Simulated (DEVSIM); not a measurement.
System: abrupt Si n-p junction, at 350 K.

| layer (left to right) | material | thickness (μm) | Nd (cm⁻³) | Na (cm⁻³) | τn (s) | τp (s) |
|---|---|---|---|---|---|---|
| 1 | Si | 0.350 | 1.2e15 | - | 2.7e-5 | 2.7e-5 |
| 2 | Si | 11.0 | - | 3.3e16 | 2.7e-5 | 2.7e-5 |

Left contact: ohmic. Right contact: ohmic. Voltage is applied to the left contact. Recombination: SRH at mid-gap, radiative. Mobility is μmin + (μ − μmin)/(1 + (N/Nref)^α).

The device is made up for the run: typed textbook-type constants, with dimensions and the other settings drawn at random. Values at 300 K; Nc and Nv go as T^1.5, mobilities as T to minus their exponent, the gap by Varshni's rule with the affinity fixed.

| parameter | Si |
|---|---|
| gap (eV) | 1.124 |
| affinity (eV) | 4.05 |
| permittivity | 11.7 |
| Nc (cm⁻³) | 2.86e19 |
| Nv (cm⁻³) | 3.1e19 |
| μn (cm²/Vs) | 1417 |
| μp (cm²/Vs) | 470 |
| μn,min | 52 |
| μp,min | 45 |
| Nref,n | 9.7e16 |
| Nref,p | 2.2e17 |
| αn | 0.68 |
| αp | 0.72 |
| T exponent of μn | 2.3 |
| T exponent of μp | 2.2 |
| B (cm³/s) | 4.7e-15 |
| Varshni α (eV/K) | 0.000473 |
| Varshni β (K) | 636 |

Model (solved in DEVSIM): 1D drift-diffusion, Boltzmann statistics, complete ionisation; no tunnelling, impact ionisation, image-force lowering or self-heating.

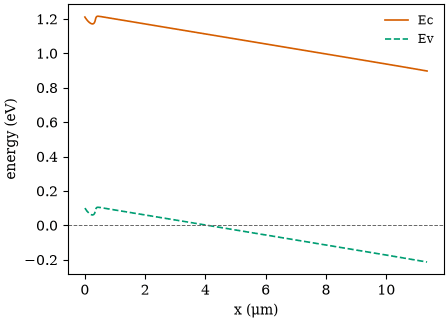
Band edges at -0.9 V on the left contact

Energies count from the Fermi level of the right contact; mesh points crowd at the junctions.

| x (μm) | Ec (eV) | Ev (eV) | n (cm⁻³) | p (cm⁻³) | field (V/cm) |
|---|---|---|---|---|---|
| 0.000 | 1.211 | 0.100 | 1.2e15 | 1.2e8 | -2600 |
| 0.02284 | 1.205 | 0.094 | 1.4e15 | 5.7e14 | -2600 |
| 0.06114 | 1.196 | 0.085 | 1.9e15 | 1.3e15 | -2300 |
| 0.1339 | 1.182 | 0.071 | 3.0e15 | 2.5e15 | -1600 |
| 0.2581 | 1.171 | 0.060 | 4.2e15 | 4.8e15 | 140 |
| 0.3120 | 1.178 | 0.067 | 3.4e15 | 7.6e15 | 2800 |
| 0.3403 | 1.190 | 0.079 | 2.2e15 | 1.2e16 | 6300 |
| 0.3668 | 1.207 | 0.096 | 1.3e15 | 2.3e16 | 4300 |
| 0.4075 | 1.215 | 0.104 | 9.3e14 | 3.2e16 | 600 |
| 0.4887 | 1.215 | 0.104 | 8.7e14 | 3.4e16 | -260 |
| 0.6379 | 1.210 | 0.100 | 8.6e14 | 3.4e16 | -290 |
| 1.089 | 1.197 | 0.087 | 8.6e14 | 3.4e16 | -290 |
| 1.848 | 1.175 | 0.065 | 8.6e14 | 3.4e16 | -290 |
| 3.363 | 1.131 | 0.020 | 8.6e14 | 3.4e16 | -290 |
| 7.218 | 1.019 | -0.092 | 8.5e14 | 3.4e16 | -290 |
| 9.205 | 0.961 | -0.150 | 7.5e14 | 3.4e16 | -290 |
| 10.29 | 0.929 | -0.181 | 5.5e14 | 3.4e16 | -300 |
| 10.81 | 0.914 | -0.197 | 3.5e14 | 3.3e16 | -300 |
| 11.15 | 0.903 | -0.207 | 1.5e14 | 3.3e16 | -300 |
| 11.26 | 0.900 | -0.211 | 7.3e13 | 3.3e16 | -300 |
| 11.32 | 0.898 | -0.212 | 2.8e13 | 3.3e16 | -310 |
| 11.35 | 0.897 | -0.213 | 4300000 | 3.3e16 | -310 |
